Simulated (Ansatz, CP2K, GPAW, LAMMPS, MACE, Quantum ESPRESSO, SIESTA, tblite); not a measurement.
## tblite runs on La2O3 with crystalline order left by the classical run (95 atoms)

Aim: run La2O3 with crystalline order left by the classical run (95 atoms) in tblite and see how near its forces come to a plane-wave reference, and at what cost.

Calculated with tblite 0.8.0; the method is named at each step.

### Step 1. The starting structure

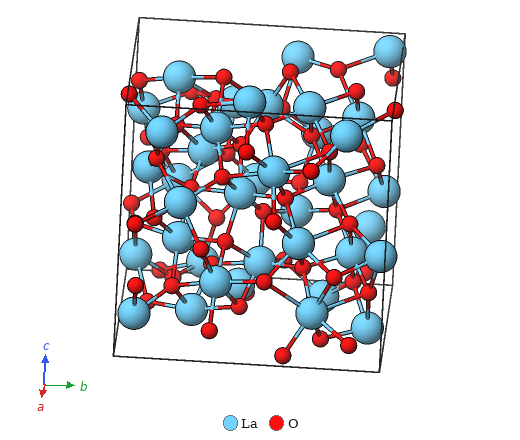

The starting structure, seen slightly off an axis (lanthanum blue, oxygen red). Some periodic images of atoms are drawn too.

The cell holds 95 atoms: 38 La and 57 O. Cell: a = 12.168 Å, b = 12.168 Å, c = 12.168 Å, α = 90.0°, β = 90.0°, γ = 90.0°. 95 atoms (38 Nd, 57 O) placed at random at 6.31 g/cm³, melted at 5000 K for 10 ps at fixed volume with the Morse and Coulomb pair potential with partial charges (Pedone, Malavasi, Menziani, Cormack and Segre, J. Phys. Chem. B 110, 11780 (2006)). Quenched from 5000 K to 300 K at 20 K/ps and fixed volume, held 5 ps, then minimised at fixed cell. Then Nd was replaced by La and the cell scaled by 1.023 (the potential has no terms for the new elements, so the cell is a start for a DFT relaxation).

The yardstick, on the same geometry:

| Quantity | Value |
| --- | --- |
| method | Kohn-Sham DFT, PBE, SSSP efficiency 1.3.0 pseudopotentials, plane waves (Quantum ESPRESSO 7.5); sssp-pbe-1.3.0-efficiency, cutoffs 60/480 Ry, Γ point |
| r.m.s. force component | 0.2639 eV/Å |
| longest force | 0.8606 eV/Å |
| pressure | 0.359 GPa |
| gap (highest filled to lowest empty level) | 3.122 eV |
| time | 21 min on 4 MPI ranks of Arm Neoverse V2, shared host |
| CPU time | 83 min |

### Step 2. IPEA1-xTB

Method: IPEA1-xTB tight binding, diagonalisation.

run.py

```python
import numpy as np
from ase.io import read
from tblite.ase import TBLite

atoms = read("structure.xyz")
atoms.calc = TBLite(method="IPEA1-xTB", electronic_temperature=580, accuracy=1.0, max_iterations=250, mixer_damping=0.4, verbosity=1)
energy = atoms.get_potential_energy()
forces = atoms.get_forces()
print(f"energy {energy:.6f} eV")
print("forces (eV/A)")
for i, (a, f) in enumerate(zip(atoms, forces)):
    print(f"{i:4d} {a.symbol:2s} {f[0]:10.5f} {f[1]:10.5f} {f[2]:10.5f}")
stress = -atoms.get_stress(voigt=False) * 160.21766
print("stress (GPa, compression positive)")
for row in stress:
    print(" ".join(f"{x:10.4f}" for x in row))
print("charges (e)")
print(np.array2string(atoms.get_charges(), precision=4, suppress_small=True, max_line_width=110, threshold=100000))
```

structure.xyz

```xyz
95
Lattice="12.16777 0.00000 0.00000 0.00000 12.16777 0.00000 0.00000 0.00000 12.16777" Properties=species:S:1:pos:R:3 pbc="T T T"
La 7.64087 3.30623 0.90650
La 4.58433 0.53477 2.34278
La 10.63500 2.65306 7.07751
La 10.85973 1.65506 10.49434
La 10.21557 6.82819 8.67246
La 4.59540 5.28836 1.19573
La 10.41464 4.43832 3.27897
La 0.95152 5.72250 5.03259
La 7.21184 6.30327 3.23517
La 7.69830 4.03982 9.75904
La 1.20984 11.00867 3.17396
La 10.39334 8.89878 2.03932
La 4.45073 3.40965 7.52844
La 4.49173 9.15552 0.82899
La 1.51781 3.50359 1.12138
La 7.26185 9.28291 7.43621
La 10.54666 10.08343 10.74134
La 1.39418 8.45039 7.62323
La 7.29555 8.22383 10.86485
La 4.35253 7.77715 4.81807
La 10.48022 11.91164 5.01057
La 4.65162 2.12632 11.03763
La 7.49401 5.27205 6.61148
La 1.60870 11.56790 11.82829
La 1.52547 2.20091 5.00923
La 7.39849 2.53844 4.24850
La 1.36243 4.60173 8.85570
La 1.17541 7.37671 11.13327
La 7.58636 11.36640 0.51178
La 4.35484 11.71124 6.02378
La 10.68184 0.78969 1.61065
La 4.54345 6.18877 9.88692
La 10.19501 8.11310 5.29371
La 7.43706 1.02976 7.58040
La 7.33741 10.46842 4.00526
La 4.39293 10.38872 9.49792
La 10.29576 5.57089 12.00119
La 1.51245 0.46639 8.34977
O 4.78412 7.32390 2.56655
O 3.50115 2.25298 0.97062
O 12.11545 0.85174 3.45260
O 6.38151 1.23333 0.71729
O 11.57435 4.29656 1.30183
O 5.60837 8.32105 8.94173
O 11.24387 6.67463 3.70630
O 9.28778 3.32277 11.36372
O 2.91309 0.17607 4.20506
O 9.39437 1.42582 8.70300
O 8.82820 10.36864 5.90806
O 11.56023 9.86392 4.23146
O 5.97559 11.37321 7.81207
O 2.21368 7.77338 5.44800
O 9.61254 0.03906 11.79349
O 2.51800 5.59717 0.09625
O 9.12181 2.40739 2.50887
O 2.73093 9.29131 11.19861
[... 35 atom lines left out ...]
O 3.23870 0.26185 10.26534
O 6.21274 2.15284 9.27172
O 5.93008 10.27945 11.30751
O 1.96996 4.05710 3.42717
```

On the command line:

```bash
$ OMP_NUM_THREADS=1 python run.py > output.txt
```

The log of the run:

```text
------------------------------------------------------------
  cycle        total energy    energy error   density error
------------------------------------------------------------
      1     -235.7033661351  -2.3521487E+02   1.1592134E+00
      2     -1303.274499425  -1.0675711E+03   3.7456738E+00
      3     -268.4903970863   1.0347841E+03   8.1843414E-01
      4     -281.7374208224  -1.3247024E+01   6.5816855E-01
      5     -285.0162971304  -3.2788763E+00   5.8378152E-01
      6     -286.0461342710  -1.0298371E+00   5.4574113E-01
      7     -287.9779717766  -1.9318375E+00   5.0680698E-01
      8     -290.5059755459  -2.5280038E+00   4.6374630E-01
      9     -291.0841315315  -5.7815599E-01   4.5421137E-01
     10     -291.7290760696  -6.4494454E-01   4.4084349E-01
[... 116 lines of further cycles ...]
    127     -302.7612829226   2.3827795E-08   9.2189961E-05
    128     -302.7612830301  -1.0750176E-07   8.1001182E-05
    129     -302.7612831236  -9.3479628E-08   7.0335543E-05
    130     -302.7612832070  -8.3383895E-08   5.8106174E-05
    131     -302.7612832599  -5.2941175E-08   4.9009052E-05
    132     -302.7612832964  -3.6510585E-08   4.1209833E-05
    133     -302.7612833477  -5.1320342E-08   2.7696346E-05
    134     -302.7612833614  -1.3666352E-08   2.2488238E-05
    135     -302.7612833660  -4.5416755E-09   2.0235162E-05
    136     -302.7612833682  -2.2905624E-09   1.9043531E-05
------------------------------------------------------------
 total:                                  19.362 sec
energy -8238.554155 eV
forces (eV/A)
   0 La    0.27674    0.44960   -0.26178
   1 La    0.50678    0.22774    0.46588
   2 La    0.12628   -0.17103   -0.04149
   3 La    0.69671   -0.01393    0.10730
   4 La   -0.52724    0.38209    0.08188
   5 La   -0.51682   -1.41291    0.17809
   6 La    0.11466   -0.16183   -0.40706
   7 La   -0.58448    0.19663   -0.26201
   8 La   -1.16732    0.31749   -0.29925
   9 La    0.58968   -0.43645   -0.18625
  10 La   -0.38013   -0.34096    0.09144
  11 La   -0.25669   -0.49481    1.14914
  12 La    0.05433    0.46191    0.50227
  13 La    0.50676   -0.04332   -0.50445
  14 La    0.43284    0.31215   -0.22616
  15 La   -0.57851   -0.09477   -0.13484
  16 La    0.25363   -0.07525    0.78756
  17 La    0.06458    0.13693   -0.07455
  18 La   -0.24717   -0.04011    0.01799
  19 La    0.07776   -0.33615    0.36357
  20 La    0.05587    0.26163   -0.01234
  21 La    0.27030   -0.50280    0.44254
  22 La    0.08194   -0.10215   -0.38798
  23 La    0.50543    0.13729   -0.34907
[...]
87 O     0.30661    0.13527    0.18932
  88 O     0.05496    0.12765   -0.03466
  89 O     0.22339    0.10453    0.21068
  90 O    -0.19222   -0.08893    0.12768
  91 O     0.02386   -0.00790   -0.17559
  92 O    -0.17921   -0.07059   -0.18363
  93 O    -0.03071    0.20920   -0.20246
  94 O     0.04915    0.29332   -0.24915
stress (GPa, compression positive)
    1.6128     0.0888    -0.4027
    0.0888     0.3488    -0.0420
   -0.4027    -0.0420    -1.3167
charges (e)
[ 0.7234  0.7493  0.7245  0.7426  0.7619  0.7309  0.7532  0.7384  0.7514  0.7415  0.7311  0.7471  0.7338
  0.7298  0.7369  0.7378  0.7403  0.7315  0.7271  0.696   0.7156  0.7342  0.7226  0.7388  0.7369  0.7291
  0.7305  0.7306  0.7298  0.7309  0.7264  0.7403  0.7426  0.7357  0.7419  0.7444  0.7489  0.7372 -0.5009
 -0.4954 -0.4788 -0.4903 -0.4963 -0.4867 -0.4947 -0.4908 -0.4862 -0.4843 -0.4861 -0.4972 -0.494  -0.4979
 -0.4926 -0.4898 -0.4926 -0.4909 -0.4877 -0.4979 -0.4879 -0.4896 -0.4933 -0.4957 -0.4865 -0.4924 -0.4818
 -0.4945 -0.4942 -0.4968 -0.4842 -0.4884 -0.4899 -0.4867 -0.4905 -0.4901 -0.4919 -0.4879 -0.4834 -0.4861
 -0.4897 -0.4892 -0.483  -0.4819 -0.4882 -0.4907 -0.4856 -0.4909 -0.491  -0.4912 -0.4964 -0.4942 -0.4867
 -0.4948 -0.4892 -0.4861 -0.4935]
```

It took 20 s on 1 thread of Arm Neoverse V2, shared host; peak memory 0.14 GiB.

Banners, paths, timers and routine set-up lines are dropped from the logs unmarked, and long logs keep their key lines alone; longer cuts are marked.

Against the reference:

```yaml
r_m_s_force_component: 0.3164 eV/Å
r_m_s_difference_of_force_components: 435.4 meV/Å
longest_difference_of_force_vectors: 1793 meV/Å
force_difference_over_r_m_s_force: 165 %
slope_of_forces_against_the_reference_s: -0.1424
correlation_of_force_components: -0.1187
pressure: 0.215 GPa
pressure_difference: -0.144 GPa
```

Length of the force difference by element (eV/Å):

```
element  atoms  mean  most
     La     38  0.86   1.8
      O     57  0.56   1.2
```

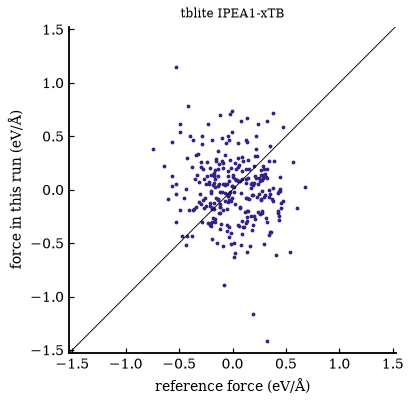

Force components against those of the reference; the line marks equality.

A closer look about O64, which has 3 bonded neighbours where the commonest count for O is 4: 12 atoms, nearest first, numbered in the order of the input, with positions taken from that point.

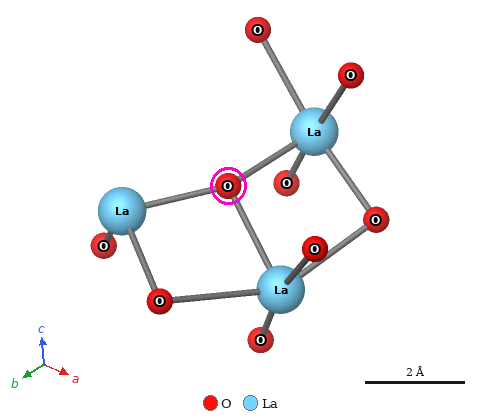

The atoms of the table, within 3.6 Å (arrows a, b, c point along x, y, z); some may hide others; the central atom is ringed.

```
atom      x      y      z  distance (Å)  bonds  Mulliken charge (e)     Fx     Fy  Fz (eV/Å)
 O64   0.00   0.00   0.00          0.00      3                -0.49  -0.02  -0.17       0.13
La20  -1.61   1.48  -0.44          2.23      4                 0.70   0.08  -0.34       0.36
La23   1.54  -1.03   1.36          2.29      6                 0.72   0.08  -0.10      -0.39
 La9   1.25   0.00  -2.02          2.38      6                 0.75  -1.17   0.32      -0.30
 O90   2.55  -1.58  -0.67          3.08      4                -0.49   0.22   0.10       0.21
 O39  -1.17   1.02  -2.69          3.11      4                -0.50  -0.20   0.05      -0.13
 O84   2.66   1.06   1.63          3.29      4                -0.49  -0.10  -0.09      -0.05
 O68  -0.40   3.34   0.16          3.37      4                -0.50   0.03  -0.07       0.14
 O59   0.05  -1.16   3.17          3.38      4                -0.49   0.04   0.25      -0.01
 O74   0.16  -2.23  -2.62          3.45      4                -0.49  -0.04  -0.30       0.24
 O67   0.47  -3.34   1.09          3.55      4                -0.49   0.19  -0.09       0.07
 O58   2.51   2.01  -1.71          3.64      4                -0.50  -0.06   0.10       0.10
```

Atoms are counted from 1 here, from 0 in the log.

Forces lie 165 % from the reference's, at 0.0040 times its CPU time (on 1 against 4 cores); the SCF took 136 steps, which the time reflects.

Further runs of this program without a result: tblite GFN2-xTB (not converged).

### Step 3. What came out

```yaml
force_difference_from_the_reference: tblite IPEA1-xTB, 165 %
its_cpu_time: 20 s
```

**Reading.** Tight binding differs by 165 % (tblite IPEA1-xTB); it is another model, with fitted parameters of its own, and the xTB methods hold dispersion. IPEA1-xTB was fitted to ionisation energies and electron affinities, not to forces or charges. tblite IPEA1-xTB needed 136 SCF steps, so its time overstates the method's usual cost. One electronic-structure run takes under half the reference's CPU time: tblite IPEA1-xTB, at 165 % in 20 s against 83 min, too far off to be of use. Periodic xTB results under one method name differ between programs and library versions. The reference's pressure holds the uncorrected Pulay stress of its 60 Ry basis, so small pressure differences, and their order, may be the reference's own error. The quench rate of 20 K/ps is many orders above laboratory rates, so the cell is likely richer in defects and strain than a real sample. The network of bonds at the start is that of the classical potential that made the cell, and needn't be the one that DFT or experiment would give. The reference's stress is far from hydrostatic: its diagonal is -0.4, -1.5, 3.0 GPa, compression counted positive. The electronic-structure runs sample only Γ, in a cell whose shortest periodic width is 12 Å. Spin–orbit coupling is left out, which matters for the levels of the heavy elements.

[Also dropped from logs without a mark: logging warnings of Python, and SIESTA's first energy breakdown and zero terms.]

[Logs are printed without paths, hosts, clocks, repeated set-up lines and the standing remarks that a program may print on its own settings, such as how far it seeks lower states.]

[Hosts, paths, dates, database ids (printed as entryN), source tags and the programs' standing remarks are cut or masked in the printed files.]
